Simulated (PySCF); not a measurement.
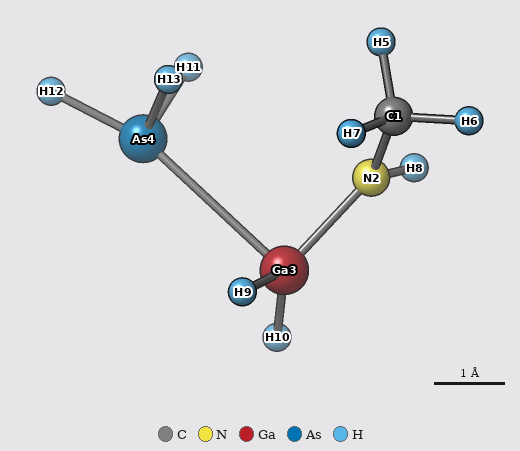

The structure as given in the input (ball-and-stick view, seen at a tilt; atoms are numbered from 1 in the order of the input). Sticks mark near contacts. Bond lengths as drawn: As–Ga 2.84 Å, As–H 1.49 to 1.52 Å, C–H 1.09 to 1.12 Å, C–N 1.43 Å, Ga–H 1.53 to 1.56 Å, Ga–N 1.82 Å and H–N 1.00 Å.

**CH$_{9}$AsGaN: geometry relaxation**

System: CH$_{9}$AsGaN.
Method: PBE0-D3(BJ)/def2-SVP geometry optimisation, gas phase (PySCF 2.14.0).

It belongs to a series of runs on one base structure; here: H on Ga replaced by NHCH3.

Input:
```
{"job": {"xc": "PBE0", "basis": "def2-SVP", "d3": "d3bj", "grid": 1, "shake": 0.01, "kind": "geom"}, "charge": 0, "multiplicity": 1}
C     -1.636910     0.807540    -0.477750
N     -1.128070    -0.338920     0.209130
Ga    -0.061240    -1.600410    -0.545120
As     2.208900     0.000300     0.041560
H     -1.318560     1.763230    -0.032280
H     -2.756660     0.842300    -0.496310
H     -1.293150     0.810180    -1.516960
H     -1.514160    -0.412480     1.131790
H      0.149900    -1.522110    -2.053710
H      0.269170    -2.861150     0.311960
H      1.895000     0.739120     1.317240
H      3.566360     0.601580    -0.001050
H      1.625230     1.153940    -0.760060
```

The first line tells a small driver script what to run in PySCF; the rest is the geometry in Å.

Hardware: 1 CPU thread, shared host.

Launched with:
```bash
OMP_NUM_THREADS=1 python <driver script> task.json out
```

Log:
```
step   0  E = -4257.74505509  max force = 0.016853
step   1  E = -4257.74981034  max force = 0.007185
step   2  E = -4257.75029529  max force = 0.003283
step   3  E = -4257.75051720  max force = 0.003011
step   4  E = -4257.75068861  max force = 0.001839
step   5  E = -4257.75084002  max force = 0.001077
step   6  E = -4257.75089158  max force = 0.001209
step   7  E = -4257.75096243  max force = 0.000780
step   8  E = -4257.75098219  max force = 0.000478
step   9  E = -4257.75099337  max force = 0.000442
optimisation converged
```

Trajectory as extended XYZ (Å, eV, eV/Å), 8 of the 10 frames kept, from step=0 to step=9:
```
13
Properties=species:S:1:pos:R:3:forces:R:3 step=0 energy=-115859.14427
C    -1.6369    0.8075   -0.4778   -0.6572   0.2008   0.0277
N    -1.1281   -0.3389    0.2091   -0.0517   0.2411  -0.3424
Ga   -0.0612   -1.6004   -0.5451   -0.0363  -0.7527   0.4986
As    2.2089    0.0003    0.0416   -0.6955   0.3771   0.0197
H    -1.3186    1.7632   -0.0323    0.1273   0.2186   0.0848
H    -2.7567    0.8423   -0.4963    0.3863  -0.0512  -0.0900
H    -1.2932    0.8102   -1.5170    0.0142   0.0353  -0.2494
H    -1.5142   -0.4125    1.1318    0.0522  -0.2347   0.5522
H     0.1499   -1.5221   -2.0537    0.0892   0.1578  -0.6512
H     0.2692   -2.8611    0.3120    0.0095  -0.0645   0.1150
H     1.8950    0.7391    1.3172   -0.1200  -0.1153   0.3167
H     3.5664    0.6016   -0.0010    0.8666   0.0608  -0.1586
H     1.6252    1.1539   -0.7601    0.0153  -0.0732  -0.1232
13
Properties=species:S:1:pos:R:3:forces:R:3 step=1 energy=-115859.27367
C    -1.6002    0.8295   -0.4671    0.0110  -0.0490  -0.0256
N    -1.0803   -0.3507    0.1717   -0.1013  -0.1159   0.1904
Ga   -0.0802   -1.7105   -0.5646   -0.0070   0.0142  -0.1924
As    2.0977    0.0887    0.0484    0.2549   0.3695   0.0873
H    -1.2143    1.7712   -0.0302    0.0268   0.0171   0.0168
H    -2.7045    0.8914   -0.4231    0.0002  -0.0163  -0.0431
H    -1.3199    0.8358   -1.5326   -0.0214   0.0058  -0.0086
H    -1.3952   -0.4484    1.1350    0.1230   0.0355  -0.1266
H     0.1314   -1.6192   -2.1268   -0.0215   0.0033   0.1452
H     0.2477   -2.9513    0.3333   -0.0456   0.0578   0.0209
H     1.7818    0.7939    1.3563    0.0094  -0.1293   0.0289
H     3.5527    0.5970    0.0012   -0.1844  -0.1887   0.0016
H     1.5896    1.2560   -0.7730   -0.0442  -0.0042  -0.0948
13
Properties=species:S:1:pos:R:3:forces:R:3 step=3 energy=-115859.29290
C    -1.6392    0.8133   -0.4836    0.0259  -0.0064  -0.0267
N    -1.0822   -0.3381    0.1761   -0.0614   0.0256  -0.0505
Ga   -0.0830   -1.6835   -0.5741    0.0274  -0.0242  -0.0075
As    2.1317    0.1100    0.0466   -0.1548   0.0048  -0.0762
H    -1.2579    1.7759   -0.0863   -0.0121  -0.0160   0.0009
H    -2.7438    0.8563   -0.4244   -0.0001  -0.0059   0.0119
H    -1.3864    0.7902   -1.5558    0.0114   0.0116  -0.0044
H    -1.3507   -0.4076    1.1495    0.0117   0.0095   0.1055
H     0.0916   -1.5782   -2.1243    0.0152  -0.0084  -0.0645
H     0.2505   -2.9170    0.3268   -0.0013   0.0101   0.0272
H     1.8393    0.7099    1.4067    0.0224   0.0139   0.0119
H     3.5912    0.5345    0.0070    0.1089  -0.0003   0.0207
H     1.6452    1.3174   -0.7358    0.0068  -0.0143   0.0517
13
Properties=species:S:1:pos:R:3:forces:R:3 step=4 energy=-115859.29757
C    -1.6619    0.8084   -0.4910    0.0129  -0.0043  -0.0304
N    -1.0871   -0.3318    0.1721   -0.0467   0.0231  -0.0377
Ga   -0.0857   -1.6747   -0.5828    0.0262   0.0061   0.0222
As    2.1380    0.1146    0.0430   -0.0945  -0.0512  -0.0518
H    -1.2857    1.7778   -0.1064   -0.0086  -0.0058   0.0039
H    -2.7662    0.8409   -0.4194   -0.0002   0.0011   0.0102
H    -1.4215    0.7792   -1.5661    0.0118   0.0077   0.0040
H    -1.3321   -0.3869    1.1536    0.0131  -0.0044   0.0571
H     0.0815   -1.5753   -2.1353    0.0063  -0.0123  -0.0415
H     0.2534   -2.8992    0.3291    0.0090   0.0056   0.0122
H     1.8780    0.6821    1.4233    0.0130   0.0129   0.0140
H     3.6128    0.4916    0.0065    0.0658   0.0003   0.0141
H     1.6826    1.3563   -0.6980   -0.0082   0.0211   0.0236
13
Properties=species:S:1:pos:R:3:forces:R:3 step=5 energy=-115859.30168
C    -1.6943    0.8048   -0.5033    0.0051  -0.0026  -0.0070
N    -1.0954   -0.3202    0.1645   -0.0252   0.0106  -0.0034
Ga   -0.0877   -1.6603   -0.5914    0.0198   0.0554   0.0275
As    2.1421    0.1167    0.0331   -0.0080  -0.0326  -0.0207
H    -1.3287    1.7829   -0.1318   -0.0007   0.0044   0.0046
H    -2.7982    0.8225   -0.4179    0.0009   0.0025   0.0005
H    -1.4651    0.7700   -1.5807    0.0062  -0.0005   0.0051
H    -1.3063   -0.3551    1.1562    0.0037  -0.0119  -0.0136
H     0.0634   -1.5745   -2.1488   -0.0038  -0.0222   0.0009
H     0.2686   -2.8684    0.3373    0.0146   0.0027  -0.0058
H     1.9345    0.6269    1.4457    0.0049  -0.0084   0.0015
H     3.6380    0.4203   -0.0034   -0.0121  -0.0007   0.0027
H     1.7352    1.4176   -0.6311   -0.0054   0.0031   0.0078
13
Properties=species:S:1:pos:R:3:forces:R:3 step=6 energy=-115859.30309
C    -1.7064    0.8073   -0.5080    0.0052   0.0018   0.0037
N    -1.1007   -0.3124    0.1619   -0.0070  -0.0004   0.0018
Ga   -0.0872   -1.6503   -0.5918    0.0178   0.0622   0.0214
As    2.1425    0.1130    0.0252    0.0138  -0.0346  -0.0053
H    -1.3479    1.7883   -0.1371    0.0014   0.0043   0.0023
H    -2.8106    0.8181   -0.4236   -0.0001   0.0022  -0.0038
H    -1.4748    0.7726   -1.5848    0.0005   0.0001   0.0017
H    -1.3011   -0.3415    1.1561   -0.0050  -0.0107  -0.0224
H     0.0551   -1.5776   -2.1514   -0.0077  -0.0202   0.0100
H     0.2812   -2.8497    0.3435    0.0110  -0.0016  -0.0055
H     1.9577    0.5897    1.4527    0.0014  -0.0112   0.0001
H     3.6444    0.3876   -0.0143   -0.0246   0.0012  -0.0029
H     1.7539    1.4381   -0.5999   -0.0069   0.0071  -0.0010
13
Properties=species:S:1:pos:R:3:forces:R:3 step=8 energy=-115859.30555
C    -1.7199    0.8274   -0.5155    0.0008   0.0062   0.0118
N    -1.1146   -0.2888    0.1598    0.0246  -0.0062   0.0095
Ga   -0.0849   -1.6211   -0.5827    0.0089   0.0089  -0.0123
As    2.1394    0.0877    0.0006    0.0159  -0.0015   0.0190
H    -1.3806    1.8102   -0.1313    0.0041   0.0010  -0.0025
H    -2.8258    0.8259   -0.4539   -0.0003   0.0017  -0.0035
H    -1.4652    0.8020   -1.5872   -0.0058   0.0002  -0.0036
H    -1.3133   -0.3151    1.1540   -0.0161   0.0006  -0.0098
H     0.0302   -1.5928   -2.1460   -0.0065  -0.0023   0.0077
H     0.3105   -2.8037    0.3648   -0.0102  -0.0028   0.0041
H     2.0090    0.4786    1.4594   -0.0027  -0.0073  -0.0003
H     3.6473    0.3140   -0.0619   -0.0117   0.0010  -0.0158
H     1.7739    1.4590   -0.5316   -0.0009   0.0005  -0.0042
13
Properties=species:S:1:pos:R:3:forces:R:3 step=9 energy=-115859.30586
C    -1.7096    0.8387   -0.5133   -0.0020   0.0006   0.0005
N    -1.1153   -0.2833    0.1621    0.0153   0.0096   0.0053
Ga   -0.0887   -1.6187   -0.5779    0.0032  -0.0227  -0.0150
As    2.1368    0.0746   -0.0038   -0.0077   0.0118   0.0136
H    -1.3685    1.8183   -0.1227    0.0027   0.0008  -0.0017
H    -2.8161    0.8423   -0.4616    0.0009   0.0028   0.0025
H    -1.4472    0.8163   -1.5833   -0.0015   0.0002  -0.0009
H    -1.3264   -0.3144    1.1534   -0.0080   0.0008   0.0041
H     0.0218   -1.5984   -2.1412   -0.0007   0.0046  -0.0019
H     0.3003   -2.8039    0.3696   -0.0123   0.0012   0.0058
H     2.0166    0.4591    1.4574    0.0021  -0.0045   0.0008
H     3.6421    0.3069   -0.0813    0.0058  -0.0013  -0.0125
H     1.7604    1.4459   -0.5289    0.0022  -0.0039  -0.0006
```

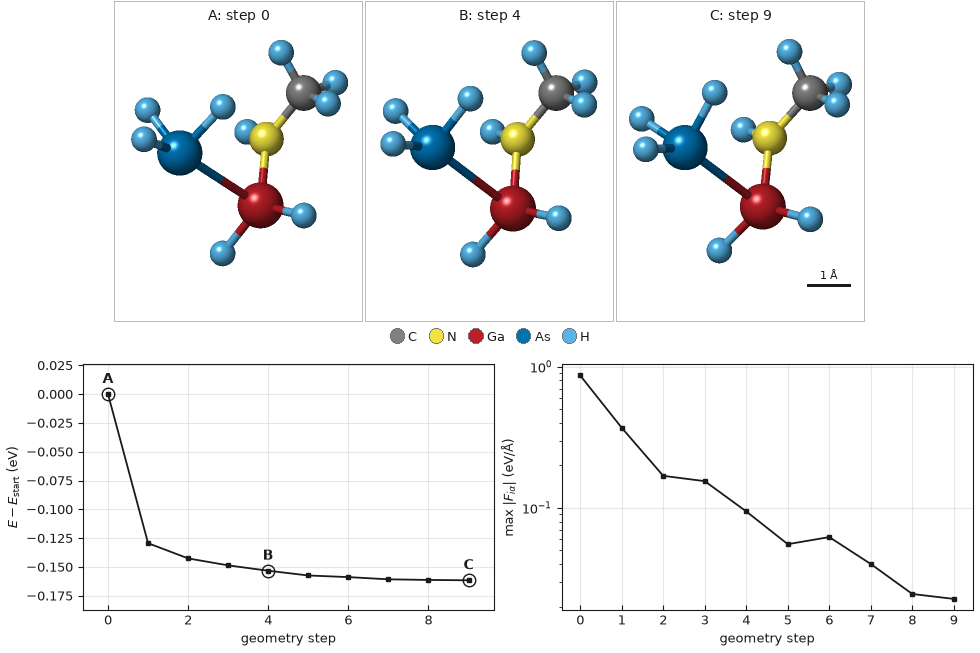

Frames of the relaxation (ball-and-stick view, seen at a tilt) above the curves, on which the letters mark them (steps are counted from 0).

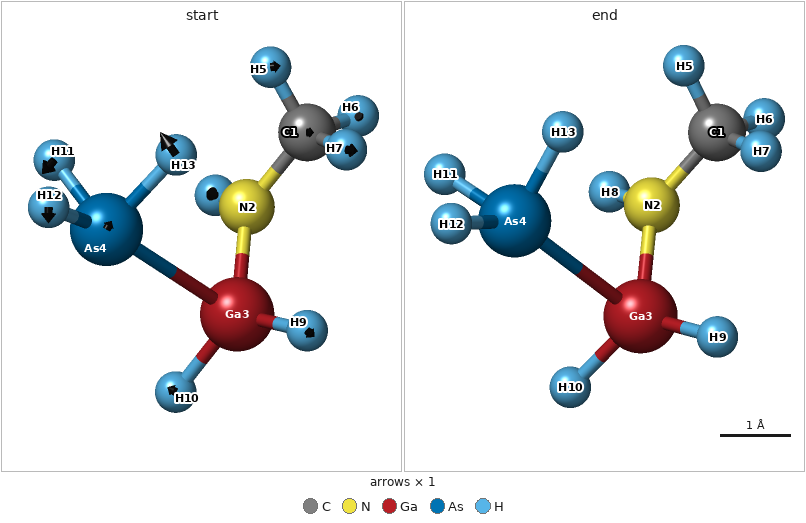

Before (left) and after (right) the relaxation, at one scale (ball-and-stick view, seen at a tilt). The black arrows give the displacements, at true length. H13 moves most after the best rigid fit: 0.41 Å. Largest moves by element: H 0.41 Å, As 0.15 Å, C 0.10 Å, N 0.07 Å, Ga 0.03 Å. Distances before and after: Ga3–H9 1.525 → 1.567 Å, As4–H12 1.485 → 1.525 Å, N2–Ga3 1.816 → 1.840 Å, Ga3–As4 2.839 → 2.855 Å. Among the angles that change: Ga3–As4–H13 90.7° → 105.9°, Ga3–As4–H12 162.4° → 148.2°, H11–As4–H13 89.7° → 94.9°. After 9 geometry steps the energy has fallen by 0.162 eV. Largest force component: 0.87 eV/Å at the start, 0.023 eV/Å at the end. (Atoms are counted from 1 in the order of the input.)

Key numbers:

- outcome: converged
- total energy: −4257.750993 hartree
- dipole moment: 2.27 D
- point group: C1
- wall time: 2.1 min
- peak memory: 0.53 GiB
